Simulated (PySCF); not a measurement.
```tsv
atom	x (Å)	y (Å)	z (Å)
C	-1.5416	-0.7709	-0.2287
C	-0.9052	0.4900	0.3334
O	0.4201	0.6627	-0.1470
B	0.8143	0.9070	-1.3665
O	1.2831	1.1363	-2.4447
P	2.0296	-0.7103	1.4653
H	-0.9385	-1.6364	0.0362
H	-1.6086	-0.7091	-1.3129
H	-2.5390	-0.8937	0.1844
H	-0.8109	0.4198	1.4214
H	-1.4980	1.3750	0.0762
H	2.7598	-0.8395	0.2867
H	2.5306	0.5696	1.6785
```

Geometry: GFN2-xTB; at this geometry the atoms fall into two loosely joined parts.

Level of theory: UKS B3LYP, pcH-1 on B C H O P, non-relativistic, mean-field spin-orbit, GIAO in PySCF.

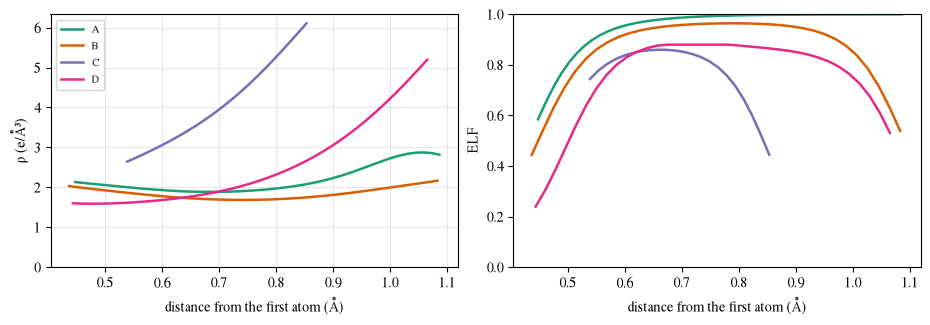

C$_{2}$H$_{7}$BO$_{2}$P (doublet). Total electron density and ELF along straight lines between neighbouring atoms. The curves leave out the atomic cores.

Question: Which curve belongs to which contact (B–O, C–C, C–H and C–O)? The first atom named is at distance zero.

Answer: Curve A: C–H (1.09 Å): ρ at the midpoint is about 2 e/Å³; the ELF climbs to about 1 towards the hydrogen, as it does in any bond to H (an ordinary covalent bond to hydrogen). Curve B: C–C (1.52 Å): ρ is about 1.7 e/Å³ halfway; the ELF peaks at about 0.95 between the atoms; a covalent bond. Curve C: B–O (1.20 Å): ρ is about 3 e/Å³ halfway; the ELF peaks at about 0.85 between the atoms, as expected for a short, strongly polar bond. Curve D: C–O (1.42 Å): ρ is about 1.9 e/Å³ halfway, with its minimum of 1.6 e/Å³ about 0.5 Å from C; the ELF peaks at about 0.90 between the atoms, as expected for a polar covalent bond.
